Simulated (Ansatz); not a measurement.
# CAM-B3LYP/def2-SVP run of CH4GeO2 (SMILES O=C[O][GeH3])

What is the vertical ionisation energy of CH4GeO2 at CAM-B3LYP/def2-SVP? 

The results are computed with Ansatz 0.2.0.

53 further runs of the same task are left out: 53 set aside as unsound or not needed. Runs told in other sessions of the task aren't counted.

### 1 The structure to begin with

CH4GeO2: 8 atoms, total charge 0, spin state singlet. SMILES: `O=C[O][GeH3]`. Geometry: relaxed at PBE0-D4/def2-TZVP. This is one conformer, not always the lowest.

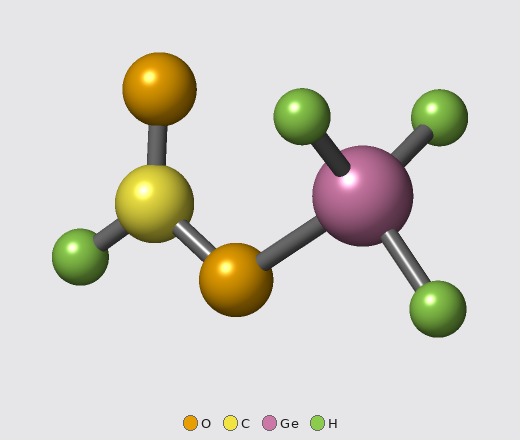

The structure, seen from a chosen angle (oxygen amber, carbon yellow, germanium pink, hydrogen green).

### 2 A single-point energy at CAM-B3LYP/def2-SVP

molecule.yaml

```yaml
basis:
  gaussian:
    orbitals: def2-SVP
crystal:
  periodic: [false, false, false]
  atoms:
    - symbol: O
      position_ang: [1.249800, -0.737800, 1.111600]
    - symbol: C
      position_ang: [1.395900, 0.277800, 0.484100]
    - symbol: O
      position_ang: [0.493200, 0.797800, -0.322800]
    - symbol: Ge
      position_ang: [-1.061900, -0.180000, -0.421000]
    - symbol: H
      position_ang: [2.310300, 0.889700, 0.516800]
    - symbol: H
      position_ang: [-1.700900, -0.218500, 0.966900]
    - symbol: H
      position_ang: [-0.732900, -1.562300, -0.983900]
    - symbol: H
      position_ang: [-1.861500, 0.676100, -1.407500]
hamiltonian:
  xc: {name: CAM-B3LYP}
output: {orbitals: {seedname: orbitals}}
accuracy: high
```

The run is started by

```console
$ ansatz run molecule.yaml --threads 1 --pin off --max-ram 2610MiB --events-out events.jsonl --progress --plain --runs-dir runs
```

Output:

```text
Warning: RAYON_NUM_THREADS=1 ignored (pool sized by the plan → 1); use --threads N
Functional definition: CAM-B3LYP
  name "CAM-B3LYP"
  parameter alpha = 0.19
  parameter beta = 0.46
  parameter omega = 0.33/bohr
  parameter ac = 0.81
  exchange = (1 - alpha - beta)*b88_x + beta*b88_x_sr(omega) + alpha*exact_x + beta*exact_x_lr(omega)
  correlation = (1 - ac)*vwn5_c + ac*lyp_c
2075 factors; integrals over basis functions are off by at most 4.6e-9 eV
383 factors; integrals over basis functions are off by at most 2.4e-9 eV
mean field evaluation 1: about -61700.6862 eV, gradient 5.1e1 eV
mean field evaluation 2: about -61697.6296 eV, gradient 6.8e1 eV
mean field evaluation 4: about -61705.0157 eV, gradient 3.7e0 eV
mean field evaluation 8: about -61705.1844 eV, gradient 1.7e-1 eV
mean field evaluation 16: about -61705.1845 eV, gradient 2.7e-5 eV
mean field -61705.18446221 eV, -2267.6237037101 hartree, gradient 1.7e-8 eV, S^2 0.000000; 0 other end points of the search recorded, 0 dependent functions left out
reference -61705.18448112 eV, -2267.6237044048 hartree; 29, 29 occupied and 65, 65 virtual orbitals, 2075 factors
Total energy: -61705.18448112 eV, -2267.6237044048 hartree
```

It took 9 s on 1 thread of Arm Neoverse V2, shared host; peak memory 0.38 GiB.

### 3 The doublet cation at the same level

run.yaml

```yaml
crystal:
  periodic: [false, false, false]
  atoms:
    - {symbol: O, position_ang: [1.249800, -0.737800, 1.111600]}
    - {symbol: C, position_ang: [1.395900, 0.277800, 0.484100]}
    - {symbol: O, position_ang: [0.493200, 0.797800, -0.322800]}
    - {symbol: Ge, position_ang: [-1.061900, -0.180000, -0.421000]}
    - {symbol: H, position_ang: [2.310300, 0.889700, 0.516800]}
    - {symbol: H, position_ang: [-1.700900, -0.218500, 0.966900]}
    - {symbol: H, position_ang: [-0.732900, -1.562300, -0.983900]}
    - {symbol: H, position_ang: [-1.861500, 0.676100, -1.407500]}
basis:
  gaussian: {orbitals: def2-SVP}
total_charge: 1
magnetization: {spin_polarized: true, initial_magnetization: 1}
hamiltonian: {xc: {name: CAM-B3LYP}}
accuracy: high
output: {orbitals: {seedname: orbitals}}
```

The run is started by

```console
$ ansatz run run.yaml --threads 1 --pin off --max-ram 2610MiB --events-out events.jsonl --progress --plain --runs-dir runs
```

Output, shortened:

```text
Warning: RAYON_NUM_THREADS=1 ignored (pool sized by the plan → 1); use --threads N
[... 2 set-up lines as earlier in the session ...]
[...]
2075 factors; integrals over basis functions are off by at most 4.6e-9 eV
383 factors; integrals over basis functions are off by at most 2.4e-9 eV
[...]
mean field -61694.32773903 eV, -2267.2247264922 hartree, gradient 5.0e-8 eV, S^2 0.755718; 4 other end points of the search recorded, 0 dependent functions left out
reference -61694.32775769 eV, -2267.2247271780 hartree; 29, 28 occupied and 65, 66 virtual orbitals, 2075 factors
Total energy: -61694.32775769 eV, -2267.2247271780 hartree
```

Wall time 27 s (1 thread of Arm Neoverse V2, shared host); peak memory 0.56 GiB.

### 4 What came out

Level: CAM-B3LYP/def2-SVP.

```
                                          quantity           value
                     singlet CH4GeO2: total energy  -2267.62370 Eh
                      singlet CH4GeO2: HOMO energy        -9.64 eV
                      singlet CH4GeO2: LUMO energy         1.27 eV
                    singlet CH4GeO2: HOMO–LUMO gap        10.91 eV
                      doublet cation: total energy  -2267.22473 Eh
doublet cation: HOMO energy (highest over α and β)       -16.30 eV
 doublet cation: LUMO energy (lowest over α and β)       -12.08 eV
                              doublet cation: ⟨S²⟩           0.756
vertical ionisation energy (to the doublet cation)       10.857 eV
```

**Reading.** Removing an electron at fixed nuclei costs 10.86 eV (1048 kJ/mol). The negative HOMO energy of the first species, 9.64 eV, lies 1.22 eV below that difference.
